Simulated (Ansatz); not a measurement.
**AlNH6S: saddle-point search (part 1 of 2)**

AlNH6S, computed with RKS BLYP-D4/6-31G (Ansatz 0.2.0).

Figures and captions count atoms from 1; the log counts them from 0 in places.

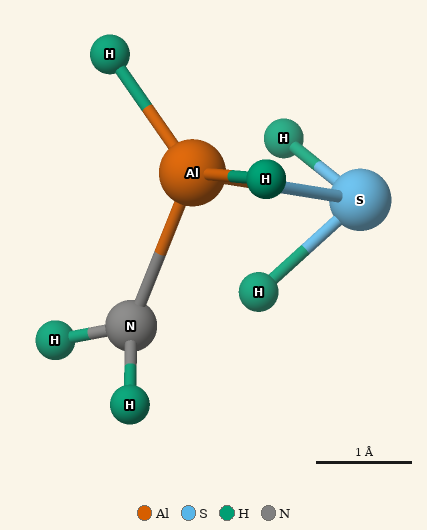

Fig. 1: The starting structure (ball-and-stick view, seen at a tilt). Sticks mark near contacts. Bond lengths as drawn: Al–H 1.56 to 1.58 Å, Al–N 1.85 Å, Al–S 2.46 Å, H–N 0.93 to 1.13 Å and H–S 1.42 to 1.45 Å.

Results in brief

| quantity | value |
| --- | --- |
| outcome | converged |
| total energy | −19017.3739 eV |
| mean-field energy | −19017.0462 eV |
| dispersion energy | −0.3277 eV |
| largest force (length of the vector) at the end | 0.008 eV/Å |
| dipole moment | 2.75 D |
| hardware | 2 threads of Arm Neoverse V1, 23 GiB of memory available, shared host |
| wall time | 3.6 min (CPU time 6.7 min) |
| peak memory | 0.38 GiB |

The program could not tell the order of the saddle point.

Input file
```yaml
crystal:
  periodic: [false, false, false]
  atoms:
    - {symbol: Al, position_ang: [-0.771320, -0.063092, -0.620657]}
    - {symbol: S, position_ang: [0.941679, 1.691159, -0.404349]}
    - {symbol: H, position_ang: [-0.364781, -0.964999, -1.853306]}
    - {symbol: H, position_ang: [-2.118655, 0.729626, -0.549455]}
    - {symbol: H, position_ang: [0.783320, 0.645601, 0.592561]}
    - {symbol: N, position_ang: [-0.120944, -0.677532, 0.995153]}
    - {symbol: H, position_ang: [1.892834, 0.860996, -1.047649]}
    - {symbol: H, position_ang: [0.328091, -1.475973, 1.156930]}
    - {symbol: H, position_ang: [-0.876725, -0.664016, 1.835990]}
basis:
  gaussian: {orbitals: 6-31G}
hamiltonian: {xc: {name: BLYP}, dispersion: d4}
saddle:
  f_tol: 0.05
  max_steps: 40
  mode_guess:
    - [-0.0931, -0.1805, 0.1714]
    - [0.0441, 0.0918, -0.1430]
    - [0.0543, 0.0513, 0.0298]
    - [0.0380, 0.0373, -0.0311]
    - [0.4522, 0.6438, -0.0978]
    - [-0.2189, -0.2461, 0.0400]
    - [0.0275, 0.0268, -0.0735]
    - [-0.1587, -0.2025, 0.0323]
    - [-0.1453, -0.2220, 0.0720]
```

Launched with:
```bash
ansatz run in.yaml --threads 2 --pin off --events-out ev --progress --plain --max-ram 4352MiB
```

Log
```
Functional definition: BLYP
  name "BLYP"
  cite "Becke, Phys. Rev. A 38, 3098 (1988) doi:10.1103/PhysRevA.38.3098"
  cite "Lee, Yang & Parr, Phys. Rev. B 37, 785 (1988) doi:10.1103/PhysRevB.37.785"
  parameter beta = 0.0042
  parameter a = 0.04918
  parameter b = 0.132
  parameter c = 0.2533
  parameter d = 0.349
  exchange = b88_x(beta = beta)
  correlation = lyp_c(a = a, b = b, c = c, d = d)
648 factors; integrals over basis functions are off by at most 1.8e-4 eV
mean field evaluation 1: about -19006.8990 eV, gradient 6.6e1 eV
mean field evaluation 2: about -18954.3446 eV, gradient 1.3e2 eV
mean field evaluation 4: about -19015.7578 eV, gradient 1.2e1 eV
mean field evaluation 8: about -19016.2827 eV, gradient 1.4e-1 eV
mean field -19016.28279817 eV, -698.8355031333 hartree, gradient 6.1e-5 eV, S^2 0.000000; 0 other end points of the search recorded, 0 dependent functions left out
the calculation of the forces begins
reference -19016.28314934 eV, -698.8355160385 hartree; 21, 21 occupied and 26, 26 virtual orbitals, 648 factors
these checks for a lower state are left out or cut short: stability, starts, cluster_reference, orbital_swaps, neighbouring_geometries, increment
648 factors; integrals over basis functions are off by at most 1.8e-4 eV
mean field evaluation 16: about -19016.2886 eV, gradient 2.9e-1 eV
mean field -19016.27920350 eV, -698.8353710315 hartree, gradient 7.1e-7 eV, S^2 0.000000; 0 other end points of the search recorded, 0 dependent functions left out
[... from here on the field's lines of each further geometry are left out, up to the last ...]
saddle step   1: F+E_penalty+E_count = -19016.65147476 eV  max|allowed force component| = 4.630e0 eV/Å  curvature = -0.9224 eV/Å²  mode residual = 3.20e0 eV/Å²  Δτ_max = 0.0000 Å  (1 rotations, 3 force calls, 49 SCF iters)  cluster: 3 rotations left out, max|force component along them| = 1.492e-6 eV/Å
saddle step   2: F+E_penalty+E_count = -19017.31229414 eV  max|allowed force component| = 9.392e-1 eV/Å  curvature = -2.1660 eV/Å²  mode residual = 1.89e0 eV/Å²  Δτ_max = 0.1407 Å  (1 rotations, 3 force calls, 56 SCF iters)  cluster: 3 rotations left out, max|force component along them| = 2.138e-6 eV/Å
saddle step   3: F+E_penalty+E_count = -19017.33620759 eV  max|allowed force component| = 8.088e-1 eV/Å  curvature = -2.4065 eV/Å²  mode residual = 2.21e0 eV/Å²  Δτ_max = 0.0838 Å  (1 rotations, 3 force calls, 57 SCF iters)  cluster: 3 rotations left out, max|force component along them| = 2.280e-6 eV/Å
saddle step   4: F+E_penalty+E_count = -19017.31743151 eV  max|allowed force component| = 5.048e-1 eV/Å  curvature = -2.1101 eV/Å²  mode residual = 9.67e-1 eV/Å²  Δτ_max = 0.0826 Å  (1 rotations, 3 force calls, 57 SCF iters)  cluster: 3 rotations left out, max|force component along them| = 2.339e-6 eV/Å
saddle step   5: F+E_penalty+E_count = -19017.33995042 eV  max|allowed force component| = 4.106e-1 eV/Å  curvature = -1.7488 eV/Å²  mode residual = 1.22e0 eV/Å²  Δτ_max = 0.0321 Å  (1 rotations, 3 force calls, 50 SCF iters)  cluster: 3 rotations left out, max|force component along them| = 2.137e-6 eV/Å
saddle step   6: F+E_penalty+E_count = -19017.36267823 eV  max|allowed force component| = 3.597e-1 eV/Å  curvature = -0.8159 eV/Å²  mode residual = 2.14e0 eV/Å²  Δτ_max = 0.0653 Å  (1 rotations, 3 force calls, 50 SCF iters)  cluster: 3 rotations left out, max|force component along them| = 1.458e-6 eV/Å
saddle step   7: F+E_penalty+E_count = -19017.36514317 eV  max|allowed force component| = 3.294e-1 eV/Å  curvature = -0.5209 eV/Å²  mode residual = 1.51e0 eV/Å²  Δτ_max = 0.0438 Å  (1 rotations, 3 force calls, 57 SCF iters)  cluster: 3 rotations left out, max|force component along them| = 1.256e-6 eV/Å
saddle step   8: F+E_penalty+E_count = -19017.37338342 eV  max|allowed force component| = 1.211e-1 eV/Å  curvature = -0.3163 eV/Å²  mode residual = 1.48e0 eV/Å²  Δτ_max = 0.0387 Å  (1 rotations, 3 force calls, 50 SCF iters)  cluster: 3 rotations left out, max|force component along them| = 1.248e-6 eV/Å
saddle step   9: F+E_penalty+E_count = -19017.37526023 eV  max|allowed force component| = 2.116e-1 eV/Å  curvature = -0.0541 eV/Å²  mode residual = 1.53e0 eV/Å²  Δτ_max = 0.0611 Å  (1 rotations, 3 force calls, 51 SCF iters)  cluster: 3 rotations left out, max|force component along them| = 1.128e-6 eV/Å
saddle step  10: F+E_penalty+E_count = -19017.37156606 eV  max|allowed force component| = 3.862e-1 eV/Å  curvature = +0.0001 eV/Å²  mode residual = 1.15e0 eV/Å²  Δτ_max = 0.0398 Å  (1 rotations, 4 force calls, 71 SCF iters)  cluster: 3 rotations left out, max|force component along them| = 1.145e-6 eV/Å
saddle step  11: F+E_penalty+E_count = -19017.37267047 eV  max|allowed force component| = 8.502e-2 eV/Å  curvature = +0.0352 eV/Å²  mode residual = 1.15e0 eV/Å²  Δτ_max = 0.0528 Å  (1 rotations, 4 force calls, 64 SCF iters)  cluster: 3 rotations left out, max|force component along them| = 1.177e-6 eV/Å
saddle step  12: F+E_penalty+E_count = -19017.37158957 eV  max|allowed force component| = 7.616e-2 eV/Å  curvature = +0.0530 eV/Å²  mode residual = 9.18e-1 eV/Å²  Δτ_max = 0.0534 Å  (1 rotations, 4 force calls, 70 SCF iters)  cluster: 3 rotations left out, max|force component along them| = 1.245e-6 eV/Å
saddle step  13: F+E_penalty+E_count = -19017.37080303 eV  max|allowed force component| = 5.370e-2 eV/Å  curvature = +0.0590 eV/Å²  mode residual = 1.03e0 eV/Å²  Δτ_max = 0.0537 Å  (1 rotations, 4 force calls, 63 SCF iters)  cluster: 3 rotations left out, max|force component along them| = 1.323e-6 eV/Å
saddle step  14: F+E_penalty+E_count = -19017.37035733 eV  max|allowed force component| = 7.292e-2 eV/Å  curvature = +0.0680 eV/Å²  mode residual = 8.22e-1 eV/Å²  Δτ_max = 0.0545 Å  (1 rotations, 4 force calls, 67 SCF iters)  cluster: 3 rotations left out, max|force component along them| = 1.407e-6 eV/Å
saddle step  15: F+E_penalty+E_count = -19017.37021833 eV  max|allowed force component| = 5.547e-2 eV/Å  curvature = +0.0808 eV/Å²  mode residual = 8.82e-1 eV/Å²  Δτ_max = 0.0547 Å  (1 rotations, 4 force calls, 63 SCF iters)  cluster: 3 rotations left out, max|force component along them| = 1.492e-6 eV/Å
saddle step  16: F+E_penalty+E_count = -19017.37055800 eV  max|allowed force component| = 6.261e-2 eV/Å  curvature = +0.0820 eV/Å²  mode residual = 7.41e-1 eV/Å²  Δτ_max = 0.0457 Å  (1 rotations, 4 force calls, 70 SCF iters)  cluster: 3 rotations left out, max|force component along them| = 1.561e-6 eV/Å
saddle step  17: F+E_penalty+E_count = -19017.37104917 eV  max|allowed force component| = 6.586e-2 eV/Å  curvature = +0.0806 eV/Å²  mode residual = 7.55e-1 eV/Å²  Δτ_max = 0.0442 Å  (1 rotations, 4 force calls, 63 SCF iters)  cluster: 3 rotations left out, max|force component along them| = 1.627e-6 eV/Å
saddle step  18: F+E_penalty+E_count = -19017.37178634 eV  max|allowed force component| = 6.769e-2 eV/Å  curvature = +0.0793 eV/Å²  mode residual = 6.69e-1 eV/Å²  Δτ_max = 0.0375 Å  (1 rotations, 4 force calls, 70 SCF iters)  cluster: 3 rotations left out, max|force component along them| = 1.682e-6 eV/Å
saddle step  19: F+E_penalty+E_count = -19017.37264015 eV  max|allowed force component| = 6.995e-2 eV/Å  curvature = +0.0783 eV/Å²  mode residual = 6.58e-1 eV/Å²  Δτ_max = 0.0330 Å  (1 rotations, 4 force calls, 63 SCF iters)  cluster: 3 rotations left out, max|force component along them| = 1.732e-6 eV/Å
saddle step  20: F+E_penalty+E_count = -19017.37359936 eV  max|allowed force component| = 6.966e-2 eV/Å  curvature = +0.0766 eV/Å²  mode residual = 6.00e-1 eV/Å²  Δτ_max = 0.0259 Å  (1 rotations, 4 force calls, 70 SCF iters)  cluster: 3 rotations left out, max|force component along them| = 1.773e-6 eV/Å
saddle step  21: F+E_penalty+E_count = -19017.37458745 eV  max|allowed force component| = 6.849e-2 eV/Å  curvature = +0.0737 eV/Å²  mode residual = 5.76e-1 eV/Å²  Δτ_max = 0.0188 Å  (1 rotations, 4 force calls, 67 SCF iters)  cluster: 3 rotations left out, max|force component along them| = 1.810e-6 eV/Å
saddle step  22: F+E_penalty+E_count = -19017.37554584 eV  max|allowed force component| = 6.585e-2 eV/Å  curvature = +0.0695 eV/Å²  mode residual = 5.30e-1 eV/Å²  Δτ_max = 0.0101 Å  (1 rotations, 4 force calls, 66 SCF iters)  cluster: 3 rotations left out, max|force component along them| = 1.824e-6 eV/Å
saddle step  23: F+E_penalty+E_count = -19017.37638548 eV  max|allowed force component| = 6.192e-2 eV/Å  curvature = +0.0637 eV/Å²  mode residual = 5.00e-1 eV/Å²  Δτ_max = 0.0056 Å  (1 rotations, 4 force calls, 65 SCF iters)  cluster: 3 rotations left out, max|force component along them| = 1.814e-6 eV/Å
saddle step  24: F+E_penalty+E_count = -19017.37697498 eV  max|allowed force component| = 5.669e-2 eV/Å  curvature = +0.0560 eV/Å²  mode residual = 4.85e-1 eV/Å²  Δτ_max = 0.0147 Å  (1 rotations, 4 force calls, 59 SCF iters)  cluster: 3 rotations left out, max|force component along them| = 1.831e-6 eV/Å
saddle step  25: F+E_penalty+E_count = -19017.37711252 eV  max|allowed force component| = 5.063e-2 eV/Å  curvature = +0.0464 eV/Å²  mode residual = 4.81e-1 eV/Å²  Δτ_max = 0.0322 Å  (1 rotations, 4 force calls, 66 SCF iters)  cluster: 3 rotations left out, max|force component along them| = 1.806e-6 eV/Å
saddle search: the rotation starts from a random direction (saddle.seed = 0)
saddle step  26: F+E_penalty+E_count = -19017.37663731 eV  max|allowed force component| = 4.426e-2 eV/Å  curvature = -0.0083 eV/Å²  mode residual = 3.44e-1 eV/Å²  Δτ_max = 0.0490 Å  (21 rotations, 29 force calls, 389 SCF iters)  cluster: 3 rotations left out, max|force component along them| = 1.764e-6 eV/Å
saddle search: the rotation starts from a random direction (saddle.seed = 0)
saddle step  27: F+E_penalty+E_count = -19017.37491465 eV  max|allowed force component| = 4.765e-2 eV/Å  curvature = -0.0272 eV/Å²  mode residual = 3.06e-1 eV/Å²  Δτ_max = 0.0508 Å  (21 rotations, 29 force calls, 391 SCF iters)  cluster: 3 rotations left out, max|force component along them| = 1.669e-6 eV/Å
saddle search: the rotation starts from a random direction (saddle.seed = 0)
saddle step  28: F+E_penalty+E_count = -19017.37339835 eV  max|allowed force component| = 4.936e-2 eV/Å  curvature = -0.0656 eV/Å²  mode residual = 8.44e-2 eV/Å²  Δτ_max = 0.0511 Å  (29 rotations, 39 force calls, 522 SCF iters)  cluster: 3 rotations left out, max|force component along them| = 1.563e-6 eV/Å
saddle step  29: F+E_penalty+E_count = -19017.37152157 eV  max|allowed force component| = 7.502e-2 eV/Å  curvature = -0.0688 eV/Å²  mode residual = 1.26e-1 eV/Å²  Δτ_max = 0.0805 Å  (1 rotations, 3 force calls, 51 SCF iters)  cluster: 3 rotations left out, max|force component along them| = 1.412e-6 eV/Å
saddle step  30: F+E_penalty+E_count = -19017.37190701 eV  max|allowed force component| = 4.574e-2 eV/Å  curvature = -0.0971 eV/Å²  mode residual = 7.12e-2 eV/Å²  Δτ_max = 0.0060 Å  (5 rotations, 12 force calls, 164 SCF iters)  cluster: 3 rotations left out, max|force component along them| = 1.371e-6 eV/Å
saddle step  31: F+E_penalty+E_count = -19017.37127797 eV  max|allowed force component| = 7.051e-2 eV/Å  curvature = -0.0840 eV/Å²  mode residual = 9.18e-2 eV/Å²  Δτ_max = 0.0801 Å  (1 rotations, 3 force calls, 51 SCF iters)  cluster: 3 rotations left out, max|force component along them| = 1.214e-6 eV/Å
saddle step  32: F+E_penalty+E_count = -19017.37263182 eV  max|allowed force component| = 4.340e-2 eV/Å  curvature = -0.1522 eV/Å²  mode residual = 1.19e-1 eV/Å²  Δτ_max = 0.0235 Å  (1 rotations, 6 force calls, 91 SCF iters)  cluster: 3 rotations left out, max|force component along them| = 1.170e-6 eV/Å
saddle step  33: F+E_penalty+E_count = -19017.37346628 eV  max|allowed force component| = 3.317e-2 eV/Å  curvature = -0.1134 eV/Å²  mode residual = 1.39e-1 eV/Å²  Δτ_max = 0.0413 Å  (1 rotations, 9 force calls, 130 SCF iters)  cluster: 3 rotations left out, max|force component along them| = 1.349e-6 eV/Å
saddle search: the force at step 34 is within saddle.f_tol, and the search now checks the order of the point unasked, as it does wherever a lone molecule whose rigid rotations it leaves out would converge (saddle.isolated_cluster): at most 100 rotations across the mode and 202 force calls, two more next to a line or behind a second negative curvature, two more where it reads a positive, two for each turn that reads one and six more at each negative that it reads, and up to 22 at one that stands (24 where saddle.amplitude is under 0.005 Å), over each length that the point is read over (saddle.order_check: false declines the check)
saddle search: the rotation starts from a random direction (saddle.seed = 0)
the calculation of the forces begins
reference -19017.04624171 eV, -698.8635591660 hartree; 21, 21 occupied and 26, 26 virtual orbitals, 648 factors
648 factors; integrals over basis functions are off by at most 1.7e-4 eV
mean field -19017.04583534 eV, -698.8635442320 hartree, gradient 7.5e-6 eV, S^2 0.000000; 1 other end points of the search recorded, 0 dependent functions left out
the calculation of the forces begins
reference -19017.04619181 eV, -698.8635573320 hartree; 21, 21 occupied and 26, 26 virtual orbitals, 648 factors
saddle step  34: F+E_penalty+E_count = -19017.37354690 eV  max|allowed force component| = 6.777e-3 eV/Å  curvature = -0.1243 eV/Å² (error put at 0.0003; -0.1245 at half of saddle.amplitude)  mode residual = 1.43e-1 eV/Å²  Δτ_max = 0.0217 Å  (1 rotations, 44 force calls, 580 SCF iters)  order check (unasked): unresolved, curvature across the mode = +0.1173 eV/Å² (35 force calls)  cluster: 3 rotations left out, max|force component along them| = 1.402e-6 eV/Å
```

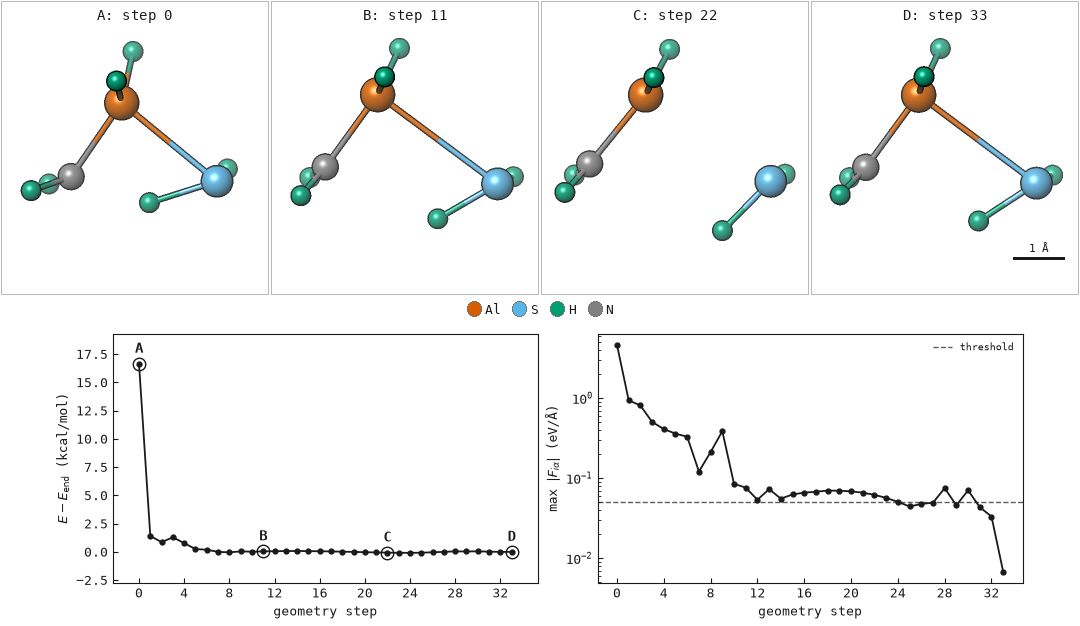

Fig. 2: Frames of the saddle-point search (ball-and-stick view, seen at a tilt) above the curves, on which the letters mark them (the first geometry is step 0 here and step 1 in the log).

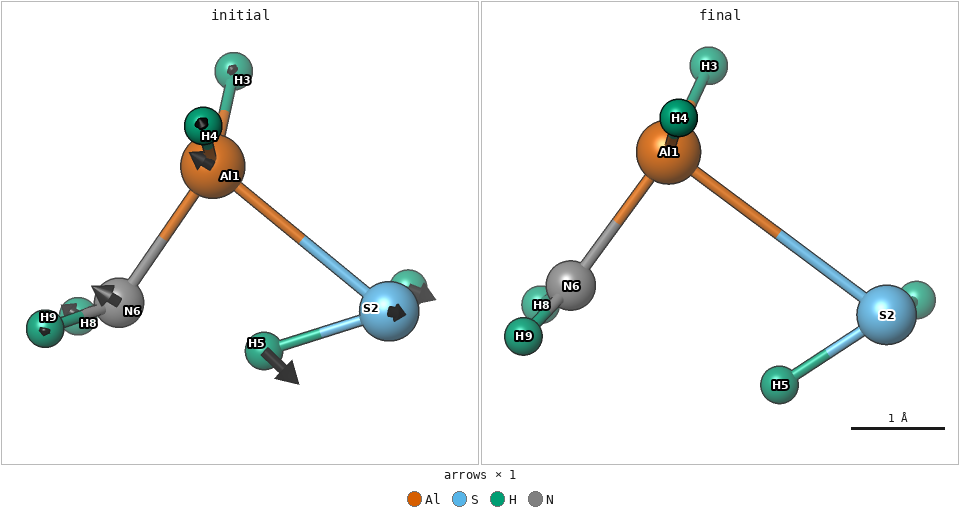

Fig. 3: Before (left) and after (right) the saddle-point search, at one scale (ball-and-stick view, seen at a tilt). The black arrows give the displacements, at true length. After 33 geometry steps the energy has fallen by 16.7 kcal/mol. Largest force component: 4.6 eV/Å at the start, 0.0068 eV/Å at the end. The largest move after the best rigid fit is that of H5, 0.53 Å. Largest moves by element: H 0.53 Å, N 0.36 Å, Al 0.30 Å, S 0.20 Å. Among the contacts that change: Al1–S2 2.461 → 2.936 Å, N6–H9 1.131 → 1.021 Å, N6–H8 0.930 → 1.021 Å, S2–H5 1.453 → 1.405 Å. Among the angles that change: Al1–S2–H5 58.1° → 70.7°, S2–Al1–H3 107.2° → 95.9°, H8–N6–H9 101.7° → 111.2°. (Atoms are counted from 1 in the order of the input.)

```
WARN: saddle search: converged after 34 steps; from 18 of them it moved with no negative curvature along its mode to follow; the point found lies 0.529 Å from the start (the largest move of one atom). A search that has climbed so is the less sure of closing on the saddle that was meant: its order check could not tell the order of the point: after 32 rotations it read +0.117 eV/Å² across the mode with a residual of 9.13e-2 eV/Å², and holds the second-lowest curvature to +0.119 eV/Å² at the most. That shows no second curvature under the negative of saddle.curvature_tol, and does not show that there is none. Compare its geometry with the start
Total energy: -19017.37390337 eV, -698.8756005100 hartree
Atom 0 at    -0.986623    -0.276307    -0.598407 Å, force     0.000349    -0.000450     0.000440 eV/Å
Atom 1 at     1.093159     1.793330    -0.489698 Å, force    -0.000457    -0.004619     0.006778 eV/Å
Atom 2 at    -0.391330    -1.043591    -1.881401 Å, force    -0.000206    -0.000339     0.000044 eV/Å
Atom 3 at    -2.243445     0.723354    -0.575173 Å, force     0.000285    -0.000025    -0.000236 eV/Å
Atom 4 at     1.148102     1.018267     0.680604 Å, force     0.000935     0.003666    -0.006156 eV/Å
Atom 5 at    -0.412287    -0.894302     1.029262 Å, force    -0.000880     0.000964    -0.000190 eV/Å
Atom 6 at     2.117643     1.092271    -1.118940 Å, force     0.000060     0.001069    -0.000454 eV/Å
Atom 7 at     0.222239    -1.686302     1.143285 Å, force    -0.000275    -0.000221     0.000209 eV/Å
```
